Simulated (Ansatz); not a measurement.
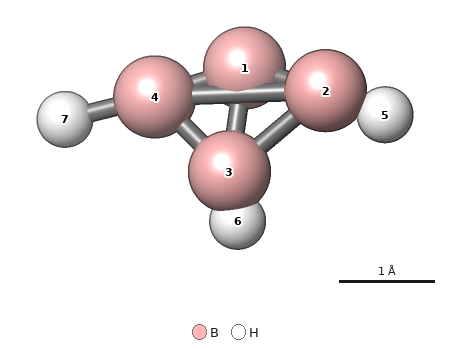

Fig. 1: The structure (ball-and-stick view, seen at a tilt; atoms are numbered from 1 in the order of the input).

## Single-point calculation of B$_{4}$H$_{3}$

- system: B$_{4}$H$_{3}$, multiplicity 2
- method: UHF, ccsd_t/def2-mTZVP (Ansatz 0.2.0)

Some settings of this run were made unusual or wrong on purpose. The geometry comes from this level: B3LYP-D4/def2-TZVP.

**The input**
```yaml
crystal:
  periodic: [false, false, false]
  atoms:
    - {symbol: B, position_ang: [0.490260, 0.002875, -0.390376]}
    - {symbol: B, position_ang: [0.554307, 0.908712, 0.028419]}
    - {symbol: B, position_ang: [-0.429564, 0.043827, 0.284562]}
    - {symbol: B, position_ang: [-0.252761, -0.615799, -0.624936]}
    - {symbol: H, position_ang: [0.760729, 1.301915, 0.538333]}
    - {symbol: H, position_ang: [-0.644457, -0.001192, 0.775866]}
    - {symbol: H, position_ang: [-0.775338, -1.461144, -0.792850]}
basis:
  gaussian: {orbitals: def2-mTZVP}
magnetization: {spin_polarized: true, initial_magnetization: 1}
hamiltonian: {xc: {name: HF}}
correlation: {method: ccsd_t}
scf: {lower_state_search: light}
```

Run as:
```bash
ansatz run in.yaml --threads 4 --pin off --events-out ev --progress --plain --max-ram 3916MiB
```

**The program's output**
```
Functional definition: HF
  name "HF"
  cite "Fock, Z. Phys. 61, 126 (1930) doi:10.1007/BF01340294"
  parent pbe
  exchange = exact_x
  correlation = 0
803 factors; integrals over basis functions are off by at most 5.2e-4 eV
mean field evaluation 1: about -2659.4445 eV, gradient 4.8e1 eV
mean field evaluation 2: about -2659.6566 eV, gradient 4.7e1 eV
mean field evaluation 4: about -2669.2633 eV, gradient 2.3e0 eV
mean field evaluation 8: about -2669.3581 eV, gradient 3.5e-1 eV
mean field evaluation 16: about -2669.3689 eV, gradient 3.4e-6 eV
mean field evaluation 32: about -2669.3674 eV, gradient 4.0e-1 eV
mean field evaluation 64: about -2666.8726 eV, gradient 5.1e-3 eV
mean field evaluation 96: about -2665.8748 eV, gradient 6.6e-1 eV
mean field evaluation 128: about -2665.7496 eV, gradient 6.9e-1 eV
mean field -2669.36893730 eV, -98.0974990825 hartree, gradient 3.4e-6 eV, S^2 0.778871; 3 other end points of the search recorded, 0 dependent functions left out
determinant -2669.36893730 eV, -98.0974990825 hartree, with singles and doubles -2679.44151619 eV, -98.4676595293 hartree
determinant -2666.87255436 eV, -98.0057587016 hartree, with singles and doubles -2677.11679057 eV, -98.3822274384 hartree
4 core orbitals not correlated: weight in the atoms' cores, before any rotation towards them, 1.000 or more for the frozen orbitals, at most 0.000 for the correlated occupied ones
reference -2669.36893730 eV, -98.0974990825 hartree; 8, 7 occupied and 73, 74 virtual orbitals, 803 factors
second order -9.22627919 eV of doubles, -0.00000000 eV of singles
cycle   1  -10.03404566 eV  change   -4.3e-1 eV  update   2.1e-2
cycle   2  -10.05527563 eV  change   -2.1e-2 eV  update   5.5e-3
cycle   3  -10.05729278 eV  change   -2.0e-3 eV  update   2.4e-3
cycle   4  -10.05800002 eV  change   -7.1e-4 eV  update   9.7e-4
cycle   5  -10.05842294 eV  change   -4.2e-4 eV  update   6.1e-4
cycle   6  -10.05865622 eV  change   -2.3e-4 eV  update   3.8e-4
cycle   7  -10.05877022 eV  change   -1.1e-4 eV  update   1.5e-4
cycle   8  -10.05876628 eV  change    3.9e-6 eV  update   6.5e-5
cycle   9  -10.05873734 eV  change    2.9e-5 eV  update   3.6e-5
cycle  10  -10.05873542 eV  change    1.9e-6 eV  update   2.2e-5
cycle  11  -10.05873680 eV  change   -1.4e-6 eV  update   1.3e-5
perturbative correction -0.39417677 eV, -0.0144857292 hartree
Total energy: -2679.82185087 eV, -98.4816365711 hartree
```

**Outcome**

```tsv
quantity	value
outcome	converged
total energy	−2679.8219 eV
mean-field energy	−2669.3689 eV
CCSD correlation	−10.0587 eV
(T) correction	−0.3942 eV
T1 diagnostic	0.017
⟨S²⟩	0.779
SCF solution under orbital rotations	stable
hardware	4 threads of Arm Neoverse V1, 23 GiB of memory available, shared host
wall time	4.9 s (CPU time 17 s)
peak memory	0.5 GiB
```

**What went wrong**

The input was spoiled on purpose: squeeze. The run converged all the same; its numbers are those of the faulty input and shouldn't be used.
